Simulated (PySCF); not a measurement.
System: C5H2F3OS (SMILES FC(F)(F)c1ccoc1[S-]) (charge −1).

```yaml
atoms:
  - { symbol: F, position_ang: [-1.9062, -1.5217, 0.4666] }
  - { symbol: C, position_ang: [-1.6498, -0.2723, -0.0119] }
  - { symbol: F, position_ang: [-2.4036, 0.5438, 0.7682] }
  - { symbol: F, position_ang: [-2.2619, -0.2474, -1.2231] }
  - { symbol: C, position_ang: [-0.2172, 0.0219, -0.0269] }
  - { symbol: C, position_ang: [0.8116, -0.8606, 0.4004] }
  - { symbol: C, position_ang: [1.9789, -0.2004, 0.2203] }
  - { symbol: O, position_ang: [1.7587, 1.0409, -0.2922] }
  - { symbol: C, position_ang: [0.4128, 1.1981, -0.4520] }
  - { symbol: S, position_ang: [-0.1977, 2.6227, -1.0660] }
  - { symbol: H, position_ang: [0.6761, -1.8521, 0.7873] }
  - { symbol: H, position_ang: [2.9995, -0.4737, 0.4032] }
```

Geometry: GFN2-xTB.

These are results of PySCF 2.14.0, PBE0/pcSseg-1, SCF density, gas phase, non-relativistic, not measurements.

### What will maps of the electron density and electron localisation function show?

C–C (1.35 Å): ρ at the midpoint is about 2.2 e/Å³; the ELF peaks at about 0.95 between the atoms, as expected for localised, covalent bonding.
C–F (1.36 Å): ρ at the midpoint is about 2.2 e/Å³, with its minimum of 1.8 e/Å³ about 0.5 Å from C; the ELF peaks at about 0.85 between the atoms, as expected for a polar covalent bond.
C–O (1.36 Å): ρ at the midpoint is about 2.3 e/Å³, with its minimum of 1.9 e/Å³ about 0.5 Å from C; the ELF peaks at about 0.90 between the atoms, as expected for a shared but strongly polarised pair.
C–S (1.67 Å): ρ is about 1.5 e/Å³ halfway; the ELF peaks at about 0.90 between the atoms; a covalent bond.

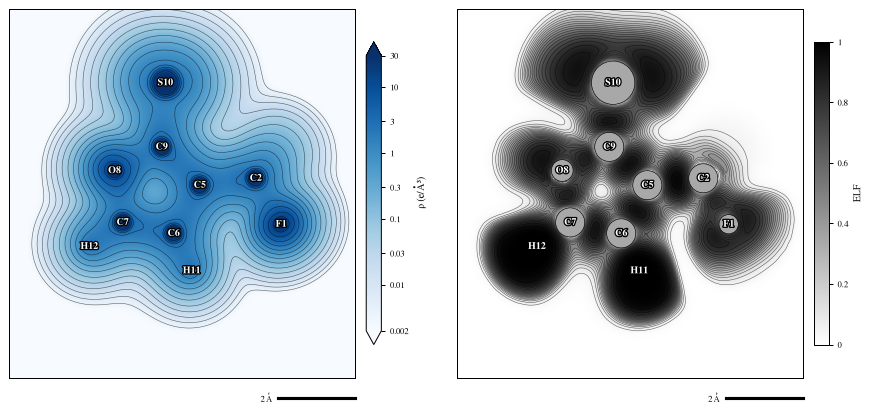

Computed electron density and electron localisation function on the plane of atoms C6, C7 and O8, in this order. Grey discs cover the atomic cores in the ELF map. 
